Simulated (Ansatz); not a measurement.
Cs2SnI6: I on a Cs site (antisite), symmetric start

The reference is an 18-atom supercell of Cs₂SnI₆ (space group Fm-3m, No. 225; a = 11.550 Å) at its relaxed geometry.

Modification: a neutral I on a Cs site (antisite), symmetric start, atoms relaxed at fixed cell.

The values are results of Ansatz (a first-principles code) PBEsol, without spin-orbit coupling, not measurements. Settings: 4×3×4 k-points, 0.05 eV Fermi–Dirac smearing.

| quantity | base | changed | shift |
|---|---|---|---|
| pressure | 0.0 GPa | -0.5 GPa | -0.5 GPa |
| energy gained by relaxation | – | 0.00 eV | – |
| largest displacement of a host atom from its site in the perfect cell | – | 0.04 Å | – |
| mean distance from the defect site to its nearest host atoms | 4.08 Å | 4.08 Å | 0.00 Å |

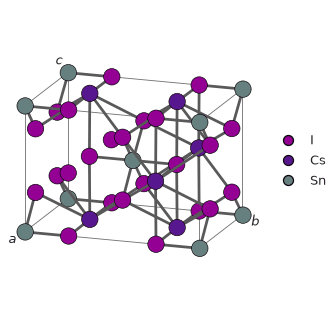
*The relaxed cell after the change*

In so small a cell the defect repeats every few ångströms: this is an ordered compound, not a dilute defect. The defect started on the symmetric site and kept its symmetry, so it may sit on a saddle. The final runs are not spin-polarised. The defect cell is not spin-polarised.
